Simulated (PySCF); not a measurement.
C₅H₇FO₃Si (SMILES CC(=O)C1=C(O[SiH2]O)[C@H]1F)

```
atom    x (Å)    y (Å)    z (Å)
   C  -2.5803  -0.9616  -0.0902
   C  -1.0833  -0.9078  -0.0245
   O  -0.3759  -1.9059  -0.1347
   C  -0.5050   0.3825   0.1624
   C   0.6013   1.1275   0.1862
   O   1.8683   1.2374   0.1069
  Si   2.9546  -0.0657  -0.1383
   O   2.2242  -1.4718  -0.0336
   C  -0.6803   1.8534   0.3446
   F  -1.1482   2.6049  -0.7175
   H  -2.9189  -1.9938  -0.0824
   H  -3.0113  -0.4138   0.7445
   H  -2.9096  -0.4794  -1.0096
   H   3.4607   0.2424  -1.4667
   H   3.8511   0.1311   0.9861
   H   1.2559  -1.6883  -0.0921
   H  -1.0104   2.3209   1.2660
```

Geometry: GFN2-xTB.

Theory: PBE0/pcSseg-1, SCF density, gas phase, non-relativistic in PySCF 2.14.0.

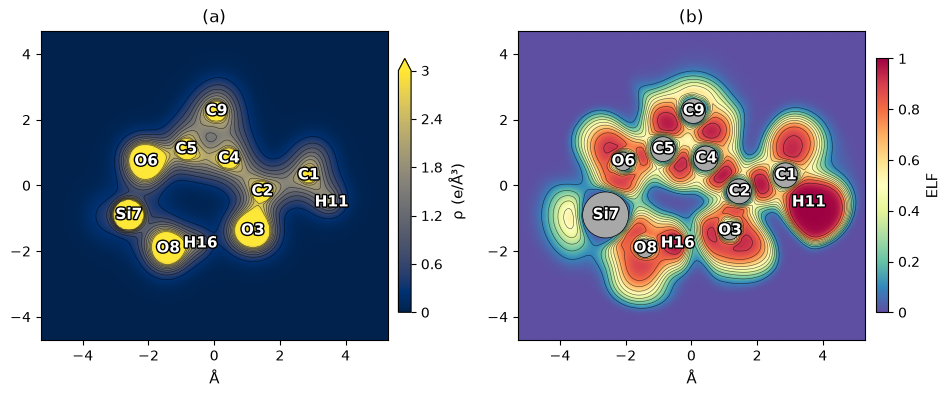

Figure 1. (a) electron density; (b) ELF on the plane of atoms C4, C5 and C9. Grey discs cover the atomic cores in the ELF map.

What does the map show?

The plane passes through C, O, Si and H nuclei.
C–O (1.23 Å): ρ is about 3.1 e/Å³ halfway; the ELF peaks at about 0.85 between the atoms (a short, multiple covalent bond).
C–C (1.33 Å): ρ is about 2.1 e/Å³ halfway; the ELF peaks at about 0.85 between the atoms (a short, multiple covalent bond).
Si–O (1.59 Å): ρ at the midpoint is about 1.3 e/Å³; the ELF peaks at about 0.85 between the atoms (a polar covalent bond).
O–H (0.99 Å): ρ is about 3.5 e/Å³ halfway; the ELF climbs to about 1 towards the hydrogen, as it does in any bond to H: an ordinary covalent bond to hydrogen.
C–O (1.27 Å): ρ at the midpoint is about 2.7 e/Å³; the ELF peaks at about 0.90 between the atoms, as expected for a short, strongly polar bond.
The ELF also peaks beside O8, O3 and O6, away from the bonds: lone-pair regions.

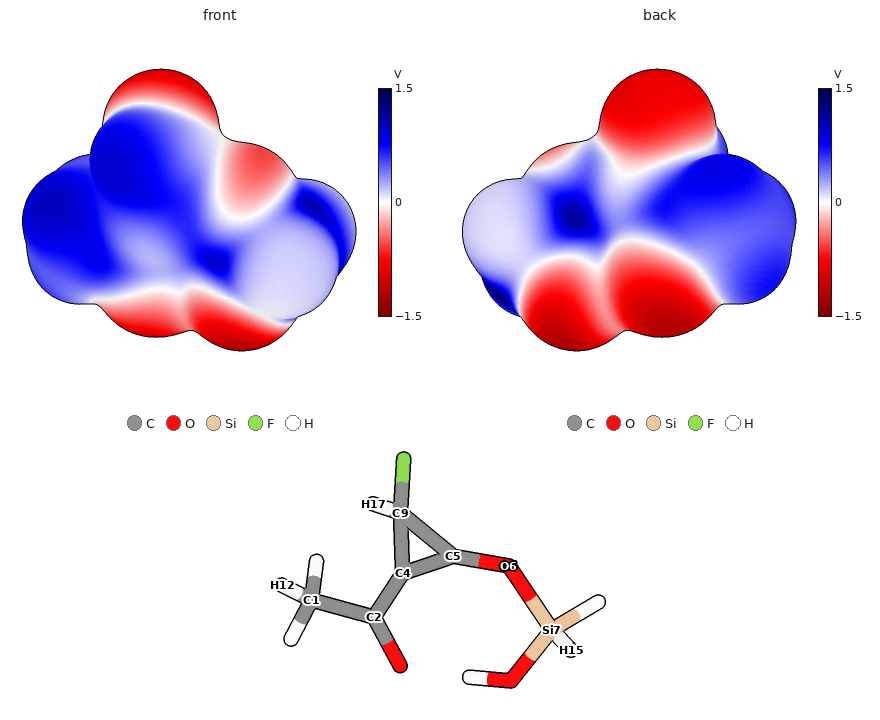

Figure 2. The electrostatic potential painted on the density surface at 0.001 e/bohr³, seen from the front and from behind; red is negative and blue positive. The bare structure is drawn below in the same view.

Describe the electrostatic potential map.

The most negative region (about −1.2 V, or −28 kcal/mol for a unit charge) lies over O3 and O8, the most positive (about +1.2 V, or +28 kcal/mol for a unit charge) over Si7.
